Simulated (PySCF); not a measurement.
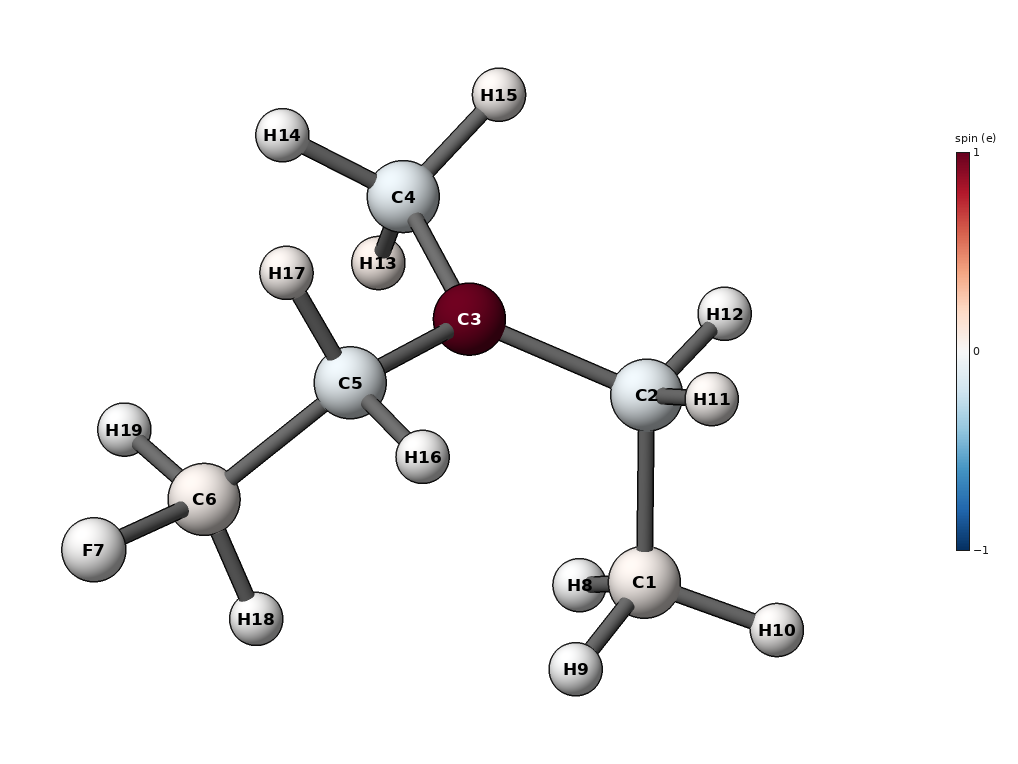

Atoms are coloured by their Mulliken spin populations. Charge 0, doublet. The computed structure is the end point of a GFN2-xTB optimisation. No frequency run is at hand to confirm it as a minimum. Level of theory: UKS B3LYP, pcH-1 on C F H, non-relativistic (PySCF 2.14.0).

List the Mulliken spin populations.

```csv
atom,value (e)
C1,0.04
C2,−0.08
C3,0.98
C4,−0.08
C5,−0.08
C6,0.04
F7,0.01
H8,0.00
H9,0.00
H10,0.01
H11,0.03
H12,0.01
H13,0.06
H14,0.01
H15,0.03
H16,0.00
H17,0.03
H18,0.00
H19,0.00
```

Mulliken values depend strongly on the basis set.
